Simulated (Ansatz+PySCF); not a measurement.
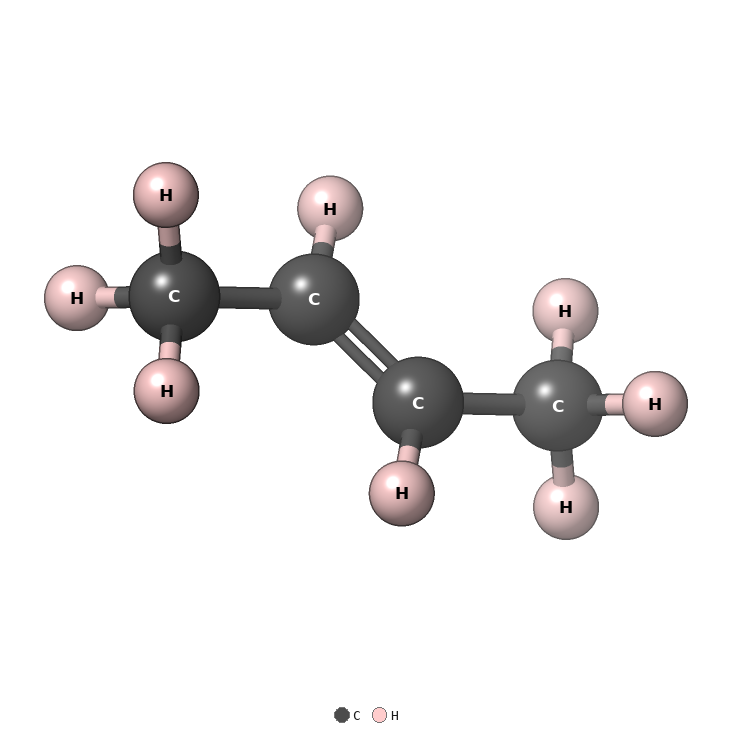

Simulated data, not a measurement (program: Ansatz+PySCF).

Orthographic view. Distant atoms are faded towards the background colour. Geometry: a fixed input geometry, not necessarily a minimum.

Give the standard InChI.

Answer. InChI=1S/C4H8/c1-3-4-2/h3-4H,1-2H3/b4-3+
